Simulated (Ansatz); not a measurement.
**C₂HBBr₂: an energy map over angle Br1–B2–C3 and angle H6–C3–C4**

Aim: map the energy of C2HBBr2, SMILES BrB1C=C1Br over two coordinates, and find its wells, ridges and stiffness.

Computed with Ansatz 0.2.0. Level: RKS r2SCAN-D4/def2-SVP.

## 1. Starting geometry

SMILES `BrB1C=C1Br`, 6 atoms, charge 0, spin multiplicity 1.

Atoms are counted from 1 here; the program's logs count them from 0.

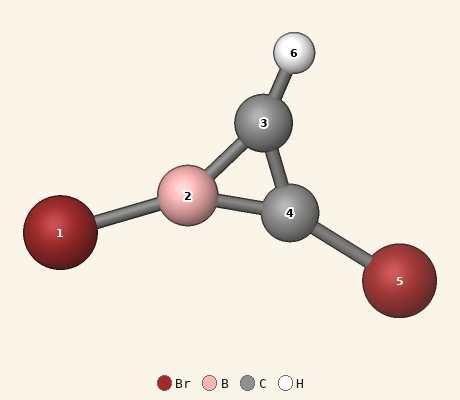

As it starts; bromine red, boron pink, carbon grey, hydrogen white; atoms are numbered from 1 in the order of the file.

Coordinates:

```
Br   -1.5331   -2.3199   -0.1176
B    -0.4629   -0.7709   -0.0026
C     0.6207    0.0380    0.6330
C    -0.0208    0.5794   -0.4419
Br    0.0171    2.1371   -1.4679
H     1.4210    0.2723    1.3507
```

This geometry comes from a loose relaxation at PBE in a small basis, which is not shown.

## 3. Plan of the scan

First coordinate, angle Br1–B2–C3: 13 values from 106.8 to 179.0 °. Second coordinate, angle H6–C3–C4: 13 values from 105.1 to 175.1 °.

Nothing else is relaxed (all other coordinates rigid). Energies count from the relaxed molecule at the same level.

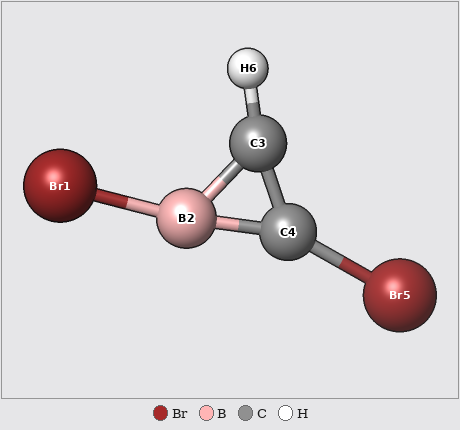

The geometry at angle Br1–B2–C3 = 118.8°, angle H6–C3–C4 = 169.3°.

(The set-up runs are not shown.)

## 4. The run at angle Br1–B2–C3 = 118.8°, angle H6–C3–C4 = 169.3°

The input, input.yaml:

```yaml
crystal:
  periodic: [false, false, false]
  atoms:
    - { symbol: Br, position_ang: [-0.866567, -2.460677, 0.710991] }
    - { symbol: B, position_ang: [-0.46158, -0.76813, -0.003468] }
    - { symbol: C, position_ang: [0.616253, 0.036742, 0.628751] }
    - { symbol: C, position_ang: [-0.021672, 0.573934, -0.439558] }
    - { symbol: Br, position_ang: [0.023919, 2.130459, -1.45549] }
    - { symbol: H, position_ang: [1.237992, -0.223172, 1.489388] }
basis:
  gaussian: { orbitals: def2-SVP }
hamiltonian:
  xc: r2scan
  dispersion: d4
output:
  forces: true
```

Launch:

```console
> ansatz run input.yaml --threads 1 --pin off --max-ram 2560MiB --backend cpu --events-out ev --progress --plain --runs-dir out
```

The session goes on with these runs: the other points that were computed.

What does the calculation give? Wanted: lowest point; highest computed point; dipole moment.

The runs gave:

| quantity | value |
| --- | --- |
| lowest point | angle Br1–B2–C3 = 148.9°, angle H6–C3–C4 = 140.1°, 0.0044 eV |
| highest computed point | angle Br1–B2–C3 = 106.8°, angle H6–C3–C4 = 105.1°, 1.81 eV above the lowest |
| dipole moment (D) | 1.11 at angle Br1–B2–C3 = 106.8°, angle H6–C3–C4 = 175.1° to 1.53 at angle Br1–B2–C3 = 179.0°, angle H6–C3–C4 = 163.4°; 1.31 at the lowest point |
| time for the whole task | 8.8 min on 1 thread, shared host |

**Reading.** The lowest computed point is at angle Br1–B2–C3 = 148.9°, angle H6–C3–C4 = 140.1°, 0.0044 eV from the relaxed molecule at the same level. No other kind of well shows on this grid. The highest computed point, angle Br1–B2–C3 = 106.8°, angle H6–C3–C4 = 105.1°, lies 1.81 eV above the lowest. Round the minimum the two coordinates are nearly uncoupled.
